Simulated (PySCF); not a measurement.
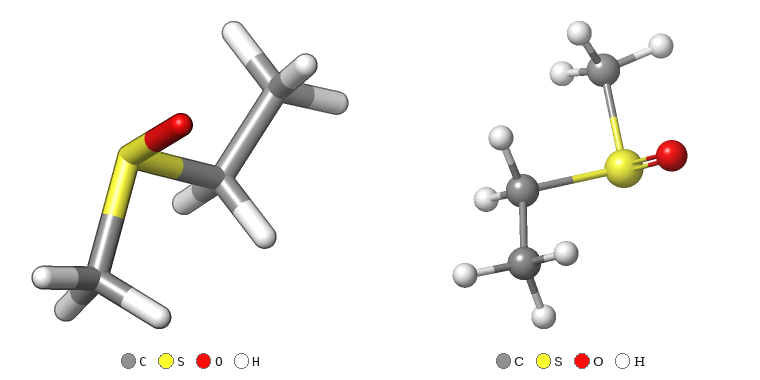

Two views of one molecule.

Give the formula.

Answer. C₃H₈OS, 13 atoms: 3 carbon, 8 hydrogen, 1 oxygen and 1 sulfur.

Count the bonded pairs by element.

Answer. 8 C–H, 2 C–S, 1 C–C, 1 O–S.

The parts below concern this one geometry. Atoms keep their numbers from picture to picture. The geometry was computed by an optimisation with PBE0-D3(BJ)/def2-SVP. No frequency run is at hand to confirm it as a minimum.

## Symmetry

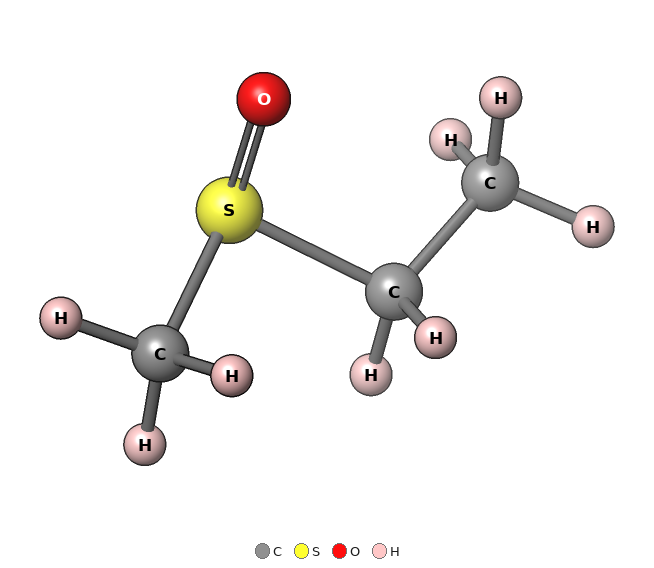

Depth is shown by fading: the farther an atom, the more it takes the colour of the background. No frequency run is at hand to confirm it as a minimum.

List the symmetry elements and name the point group.

Answer. It has no symmetry element but the identity, so the point group is C1. The group has 1 operation. The geometry is chiral, and symmetry allows a dipole moment.

## Bond orders

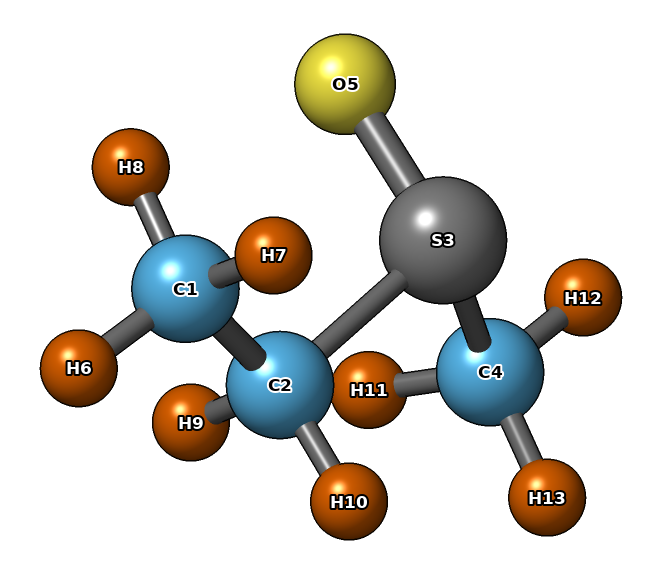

The thickness of each stick grows with its Mayer bond order. No frequency run is at hand to confirm it as a minimum. Method: PBE0/pcSseg-1 in cyclohexane (IEF-PCM) (PySCF 2.14.0).

List the Mayer bond orders of C1–C2, C1–H6, C1–H7, C1–H8, C2–S3, C2–H9, C2–H10, S3–C4, S3–O5, C4–H11, C4–H12, C4–H13.

| bond | Mayer order | length (Å) |
| --- | --- | --- |
| C1–C2 | 1.05 | 1.514 |
| C1–H6 | 0.96 | 1.100 |
| C1–H7 | 0.96 | 1.101 |
| C1–H8 | 0.95 | 1.100 |
| C2–S3 | 0.88 | 1.831 |
| C2–H9 | 0.93 | 1.102 |
| C2–H10 | 0.93 | 1.103 |
| S3–C4 | 0.92 | 1.814 |
| S3–O5 | 1.47 | 1.503 |
| C4–H11 | 0.94 | 1.100 |
| C4–H12 | 0.95 | 1.098 |
| C4–H13 | 0.94 | 1.100 |

## Charges

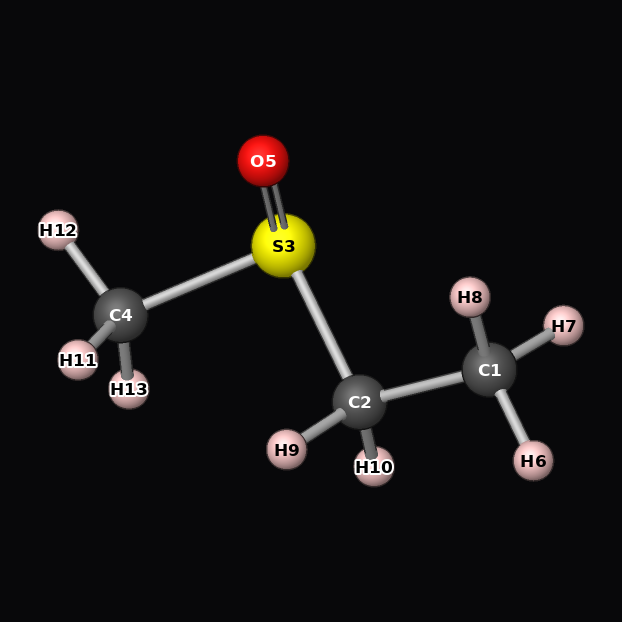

The questions are on ESP-fitted charges. No frequency run is at hand to confirm it as a minimum. Level of theory: PBE0/pcSseg-1 in cyclohexane (IEF-PCM) (PySCF 2.14.0).

Give the ESP-fitted charges atom by atom.

| atom | value (e) |
| --- | --- |
| C1 | −0.35 |
| C2 | −0.07 |
| S3 | 0.27 |
| C4 | −0.58 |
| O5 | −0.48 |
| H6 | 0.11 |
| H7 | 0.11 |
| H8 | 0.13 |
| H9 | 0.12 |
| H10 | 0.11 |
| H11 | 0.20 |
| H12 | 0.24 |
| H13 | 0.19 |

## Quadrupole coupling

No frequency run is at hand to confirm it as a minimum. Electric field gradients from the ground-state density, PBE0/pcSseg-1 in cyclohexane (IEF-PCM) (PySCF 2.14.0), non-relativistic apart from any core potentials.

Give the largest field-gradient component, the quadrupole coupling constant and the asymmetry for 33S at S3 (Q = −67.81 mb), 17O at O5 (Q = −25.6 mb), 2H at H6 (Q = 2.86 mb), 2H at H7 (Q = 2.86 mb).

```tsv
atom	V_zz (a.u.)	e²qQ/h (MHz)	η
S3	−2.087	33.2	0.15
O5	1.909	−11.48	0.33
H6	0.294	0.197	0.03
H7	0.289	0.194	0.04
```
